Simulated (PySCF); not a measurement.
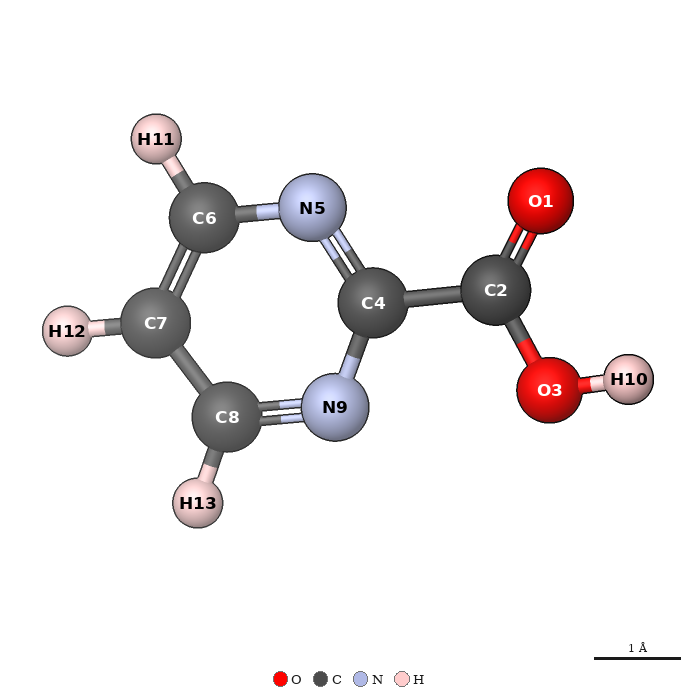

Orthographic view. Depth is shown by fading: the farther an atom, the more it takes the colour of the background. Geometry: an end point of a reaction path computed with GFN2-xTB.

Write a MOL file (V2000) with the atoms in numerical order, bonds sorted by atom number with the orders drawn, and coordinates in the frame of the picture: x right, y up, z towards the viewer, origin at the mean position.

```
C5H4N2O2
                    3D

 13 13  0  0  0  0  0  0  0  0999 V2000
    2.5100    1.3500    0.8400 O   0  0  0  0  0  0  0  0  0  0  0  0
    1.9800    0.3000    0.5800 C   0  0  0  0  0  0  0  0  0  0  0  0
    2.6100   -0.8700    0.6200 O   0  0  0  0  0  0  0  0  0  0  0  0
    0.5500    0.1600    0.1700 C   0  0  0  0  0  0  0  0  0  0  0  0
   -0.1700    1.2700    0.0900 N   0  0  0  0  0  0  0  0  0  0  0  0
   -1.4300    1.1500   -0.2700 C   0  0  0  0  0  0  0  0  0  0  0  0
   -2.0000   -0.0800   -0.5600 C   0  0  0  0  0  0  0  0  0  0  0  0
   -1.1600   -1.1800   -0.4500 C   0  0  0  0  0  0  0  0  0  0  0  0
    0.1000   -1.0700   -0.0900 N   0  0  0  0  0  0  0  0  0  0  0  0
    3.5400   -0.7400    0.8900 H   0  0  0  0  0  0  0  0  0  0  0  0
   -1.9900    2.0700   -0.3200 H   0  0  0  0  0  0  0  0  0  0  0  0
   -3.0300   -0.1800   -0.8600 H   0  0  0  0  0  0  0  0  0  0  0  0
   -1.5100   -2.1900   -0.6500 H   0  0  0  0  0  0  0  0  0  0  0  0
  1  2  2  0
  2  3  1  0
  2  4  1  0
  3 10  1  0
  4  5  2  0
  4  9  1  0
  5  6  1  0
  6  7  2  0
  6 11  1  0
  7  8  1  0
  7 12  1  0
  8  9  2  0
  8 13  1  0
M  END
```
